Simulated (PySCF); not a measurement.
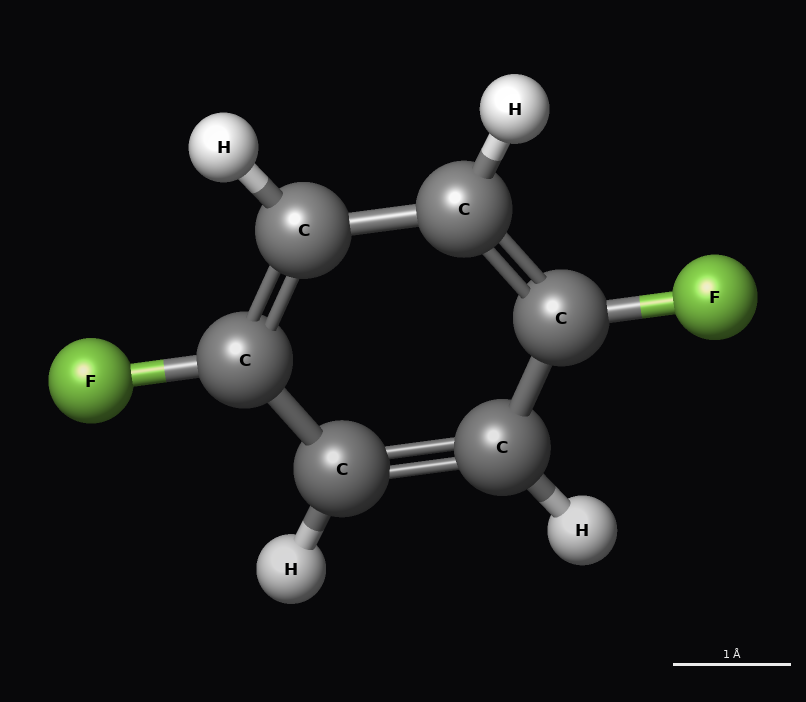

The picture shows a molecular structure as a ball-and-stick model. Multiple sticks mark multiple bonds (one Kekulé form).

The computed structure is the end point of a PBE0-D3(BJ)/def2-SVP optimisation. No frequency run is at hand to confirm it as a minimum.

**What is the molecular formula?**

C₆H₄F₂, 12 atoms: 6 carbon, 4 hydrogen and 2 fluorine.

**Name functional groups in it.**

Among them: C–F bond.

**Count the bonded pairs by element.**

6 C–C, 4 C–H, 2 C–F.

**How many sets of symmetry-equivalent atoms are there?**

4: 2 F, 2 C, 4 C, 4 H.

**Give a SMILES string for it.**

Fc1ccc(F)cc1

More results for the same structure follow; atom numbers are the same in all pictures, views and colours differ.

## Shape

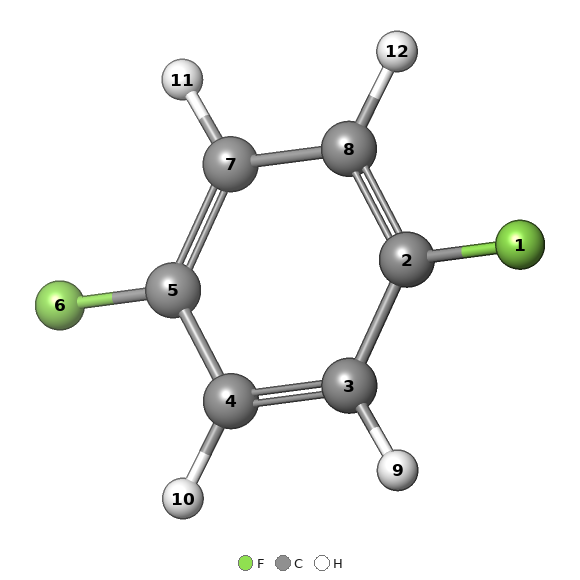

Atoms carry their numbers in the input. No frequency run is at hand to confirm it as a minimum.

**What is the geometry at C2?**

C2 has 3 neighbours (F1 at 1.33, C3 at 1.39, C8 at 1.39 Å); the arrangement is trigonal planar.

**What is the geometry at C3?**

C3 has 3 neighbours (C2 at 1.39, C4 at 1.39, H9 at 1.09 Å); the arrangement is trigonal planar.

**What is the dihedral angle C2–C3–C4–C5?**

0° in size, that is syn (eclipsed).

## NMR shielding

The questions are on isotropic NMR shieldings of the C atoms. No frequency run is at hand to confirm it as a minimum. Method: GIAO PBE0/pcSseg-1 NMR shielding, non-relativistic, gas phase (PySCF 2.14.0).

List the isotropic NMR shieldings of the C atoms.

```json
{"atom": "C2", "σ (ppm)": "18.6"}
{"atom": "C3", "σ (ppm)": "62.5"}
{"atom": "C4", "σ (ppm)": "62.5"}
{"atom": "C5", "σ (ppm)": "18.6"}
{"atom": "C7", "σ (ppm)": "62.6"}
{"atom": "C8", "σ (ppm)": "62.6"}
```

## Electronic properties

No frequency run is at hand to confirm it as a minimum. Level of theory: B3LYP/pcJ-1, gas phase (PySCF 2.14.0).

What does the calculation give?

- HOMO energy (Kohn–Sham orbital): −6.94 eV
- LUMO energy (Kohn–Sham orbital): −1.04 eV
- HOMO–LUMO gap: 5.90 eV

## Spin–spin coupling

No frequency run is at hand to confirm it as a minimum. Method: B3LYP/pcJ-1 indirect spin-spin coupling, non-relativistic, gas phase (PySCF 2.14.0). Isotopes: 13C, 19F, 1H.

Give the spin–spin coupling constants of these pairs, with the number of bonds between them: C5/F6, F1/C3, F1/C8, C4/F6, F6/C7, F1/H12, F1/H9, F1/C4, F6/C8, F6/H11, F6/H10.

```tsv
pair	bonds apart	J (Hz)
C5, F6	1	−311.9
F1, C3	2	21.5
F1, C8	2	21.5
C4, F6	2	21.8
F6, C7	2	21.4
F1, H12	3	7.9
F1, H9	3	7.8
F1, C4	3	5.2
F6, C8	3	5.2
F6, H11	3	7.7
F6, H10	3	8.0
```

Density functionals are unreliable for couplings to fluorine, so those rows may be far off.
